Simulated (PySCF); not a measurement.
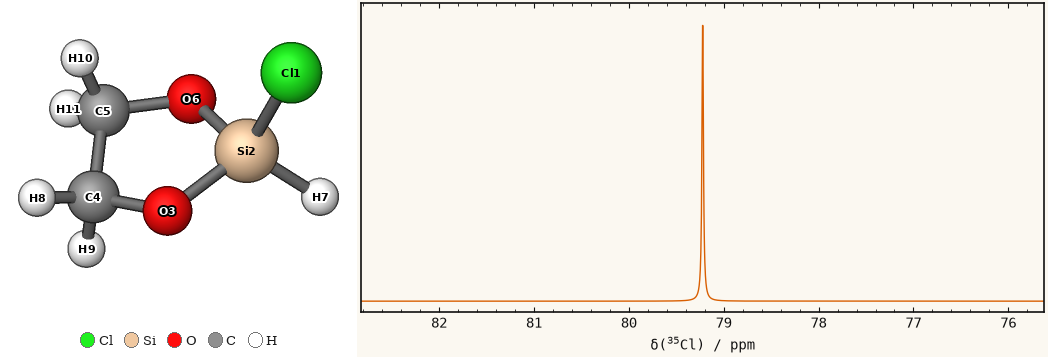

Spectrum and numbered structure of C₂H₅ClO₂Si, SMILES Cl[SiH]1OCCO1. GIAO shifts, B97-2/pcSseg-2 in PySCF, at a PBE0-D3(BJ)/def2-SVP geometry (no frequency check), against HCl for ³⁵Cl computed at the same level (Cl: the usual scale starts at aqueous chloride instead). Gas phase, fully decoupled, line heights follow the number of nuclei, widths are arbitrary (no quadrupolar broadening); values of one conformer, averaged over nuclei that symmetry, rotation about single bonds or ring flips exchange, these motions taken as fast; other conformers aren't averaged in.

**Where does the ³⁵Cl line lie?**

At 79.2 ppm (Cl1).
